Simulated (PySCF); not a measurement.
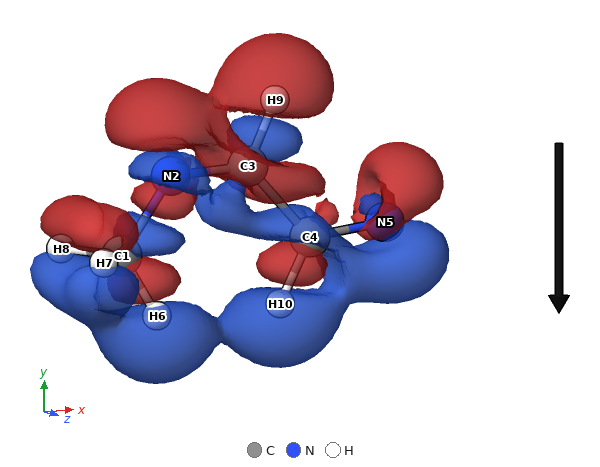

Figure 1: C$_{3}$H$_{5}$N$_{2}$, doublet, SMILES `C/N=C\C=[N]`. Change of the electron density in a uniform field of 0.26 V/Å along −y (arrow), surfaces at ±0.0015 e/Å³ (red: gain, blue: loss).

Computed with PySCF, TPSSh/6-311+G**, geometry: GFN2-xTB. No frequency check shows the geometry to be a minimum. The basis has diffuse s and p functions alone, which still leaves polarisabilities too small, most of all across bonds. The stability of the open-shell solution wasn't checked. GFN2-xTB doesn't know the spin state, so this open-shell geometry is rough.

The field was applied in both directions; the picture shows the one opposite to the script's first.

What dipole is induced, and what polarisability does it imply?

Answer. The induced dipole is 0.57 D (along the field); α along this axis, from the fields in both directions, is 45 bohr³ (6.6 Å³).
